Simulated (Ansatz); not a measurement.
Input file:

```
crystal:
  periodic: [false, false, false]
  atoms:
    - symbol: C
      position_ang: [0.778630, 2.944390, -0.611449]
    - symbol: C
      position_ang: [0.475165, 1.531425, -0.474357]
    - symbol: C
      position_ang: [0.219313, 0.339362, -0.358331]
    - symbol: C
      position_ang: [-0.065156, -0.986567, -0.229108]
    - symbol: P
      position_ang: [-0.390992, -2.506161, -0.080835]
    - symbol: H
      position_ang: [1.862570, 3.107311, -0.735100]
    - symbol: H
      position_ang: [0.270226, 3.376366, -1.489907]
    - symbol: H
      position_ang: [0.452058, 3.508422, 0.278483]
basis:
  gaussian:
    orbitals: def2-TZVPD
hamiltonian:
  xc: pbe0
output: {forces: true, orbitals: {seedname: orbitals}}
```

Command:

```sh
ansatz run input.yaml --threads 1 --pin off --max-ram 2610MiB --events-out events.jsonl --progress --plain --runs-dir runs
```

Geometry: B3LYP-D3(BJ)/def2-SVP.

These are results of isolated molecule in a Gaussian basis; Kohn-Sham density functional theory, functional PBE0 in Ansatz 0.2.0, not measurements.

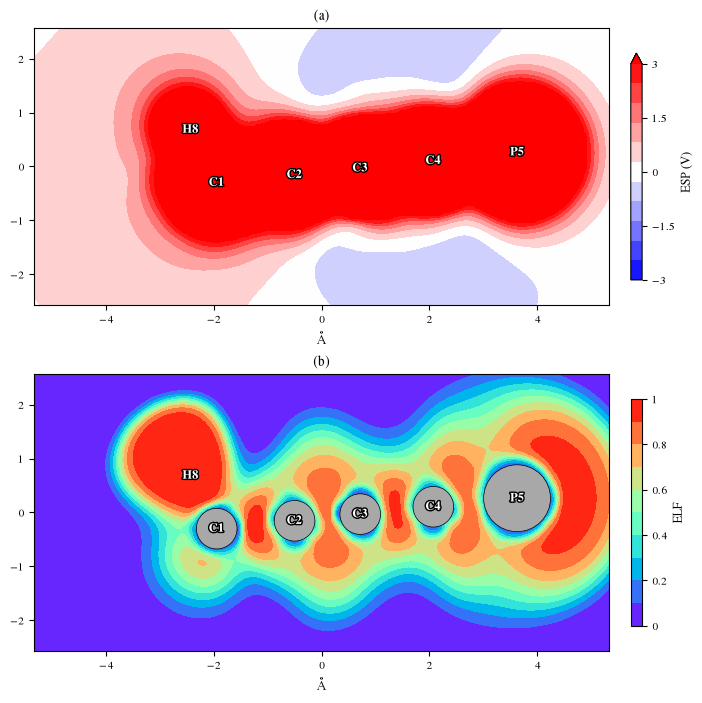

C₄H₃P (SMILES CC#CC#P). (a) molecular electrostatic potential; (b) electron localisation function on the plane of atoms C2, C1 and H8. Grey discs cover the atomic cores in the ELF map.

### What do the fields say about this system?

The plane passes through C, P and H nuclei. C–C (1.22 Å): the ELF peaks at about 0.85 between the atoms; a multiple bond. C–P (1.56 Å): the ELF peaks at about 0.85 between the atoms: localised, covalent bonding. C–H (1.10 Å): the ELF climbs to about 1 towards the hydrogen, as it does in any bond to H (an ordinary covalent bond to hydrogen). C–C (1.36 Å): the ELF peaks at about 0.95 between the atoms, as expected for a covalent bond. The ELF also peaks beside P5, away from the bonds: lone-pair regions. Outside the dense part of the molecule the potential is most negative (−0.6 V) near C4.
